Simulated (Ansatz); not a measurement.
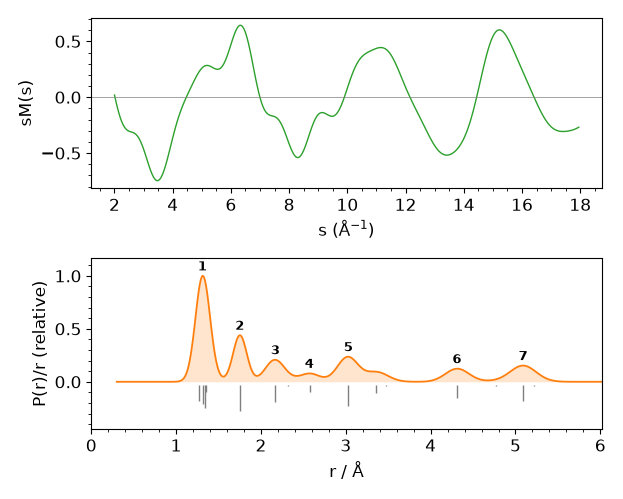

Simulated gas electron diffraction: reduced molecular intensity sM(s) from the Debye equation in the first Born approximation (top) and the radial distribution curve (bottom) of CHBFNS. Each pair of atoms contributes with weight ZᵢZⱼ/r (bars below the curve); damping constant 0.002 Å²; vibrational amplitudes assumed, not computed: 0.05 Å for bonds, 0.078 Å for bonds to H, 0.06 + 0.015 r up to 0.15 Å for other pairs. The geometry is the end point of an optimisation (RKS B3LYP/def2-SVP in Ansatz 0.2.0); it may be a saddle point or a higher isomer.

Assign the numbered peaks of the radial distribution curve (– bonded, ··· not bonded).

Answer. Peak 1, 1.31 Å: N–B 1.27 Å, N–C 1.31 Å, F–C 1.33 Å, S–H 1.36 Å, not resolved
Peak 2, 1.75 Å: S–B 1.75 Å
Peak 3, 2.17 Å: F···N 2.16 Å
Peak 4, 2.57 Å: C···B 2.58 Å
Peak 5, 3.03 Å: S···N 3.02 Å; in its flanks F···B 3.36 Å
Peak 6, 4.31 Å: S···C 4.31 Å
Peak 7, 5.09 Å: S···F 5.09 Å
